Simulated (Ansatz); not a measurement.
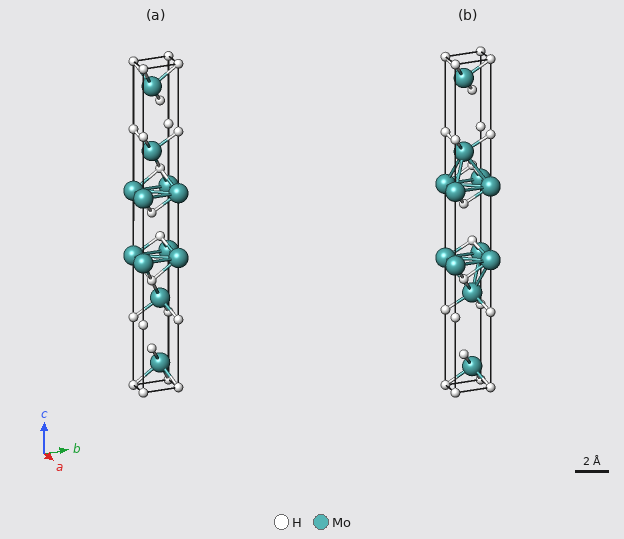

The structure of crystalline Mo₂H₃ (built on the tetradymite_166 type) (coarse preliminary run) before (left) and after (right) a relaxation, at one scale.

Style: ball-and-stick. Shown: the conventional cell (3 times the calculation's cell), slightly off an axis. Lengths and directions refer to the drawn axes.

Case: tetradymite type (R-3m, No. 166).

These are results of DFT PBE, scalar-relativistic, plane waves, PAW in Ansatz 0.2.0, not measurements.

Input
```yaml
crystal:
  lattice:
    - [1.4439053117, 0.8336391204, 6.6932335488]
    - [-1.4439053117, 0.8336391204, 6.6932335488]
    - [0.0, -1.6672782408, 6.6932335488]
  atoms:
    - { symbol: H, position: [0.0, 0.0, 0.0] }
    - { symbol: H, position: [0.2095, 0.2095, 0.2095] }
    - { symbol: H, position: [0.7905, 0.7905, 0.7905] }
    - { symbol: Mo, position: [0.4, 0.4, 0.4] }
    - { symbol: Mo, position: [0.6, 0.6, 0.6] }
basis:
  ecutwfc: 420
kpoints:
  mp_grid: { grid: [6, 6, 6] }
hamiltonian:
  xc: pbe
scf:
  occupations: { method: gaussian, width: 0.1 }
  lower_state_search: "off"
output:
  forces: true
  stress: true
  eigenvalues: true
relax:
  adjacent_minimum: "off"
  f_tol: 0.04
  max_steps: 70
  cell: { stress_tol: 0.4 }
```

Run as
```bash
ansatz run input.yaml --threads 1 --pin off --max-ram 2560MiB --backend cpu --events-out ev --progress --plain --runs-dir out
```

Describe what moved and what it gained.

The energy falls by 172 meV per atom in 6 accepted moves (7 points after the start). The largest force component goes from 1.7 to 0.016 eV/Å. Pressure: −15.88 GPa at the start and 0.17 GPa at the end. The SCF was repeated once at an unchanged geometry on a basis and grid sized afresh for the cell, which shifted the energy by 0.2 meV per atom at most. The largest moves relative to the cell, 0.40 Å, are those of H2 and H3. H2 goes along +c. By element the largest moves are H 0.40 Å, Mo 0.25 Å. The drawn cell changes as follows: a = b 2.888 → 2.898 Å (+0.4 %), c 20.080 → 20.367 Å (+1.4 %); the volume changes by +2.2 %. Among the contacts that change: Mo4–Mo5 3.154 → 2.778 Å, H1–Mo4 2.138 → 2.007 Å, H2–Mo5 2.024 → 1.955 Å, Mo4–Mo4 2.888 → 2.898 Å. Among the angles between lasting bonds that change: Mo4–H1–Mo5 95.0° → 87.6°, Mo4–H1–Mo4 85.0° → 92.4°, Mo4–H3–Mo4 91.0° → 95.7°. The space group stays R-3m (No. 166).

Limits of the set-up: layers or molecules are held without a dispersion correction, so their spacing is unreliable.
